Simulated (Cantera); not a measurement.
Feed: 1 mol Si₃N₄, 9.3 mol Cl₂, equilibrated at 1.00 bar.

Cantera equilibrium calculation (NASA polynomials, part measured and part estimated; ideal gas, pure solids and liquids). Candidate condensed phases: Si, Si₃N₄; 13 gas species. The tables' values for SiCl₃ are old estimates; treat these amounts as uncertain. Kinetics and transport are ignored.

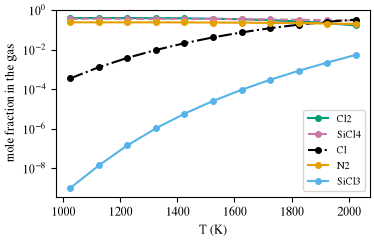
*Equilibrium gas composition (values under 1e-9 drawn at 1e-9)*

**Question.** Read off the mole fractions at 1225 K.

**Answer.** Cl₂ about 0.39, SiCl₄ about 0.36, N₂ about 0.24, Cl about 0.0038, SiCl₃ about 1.4e-7.
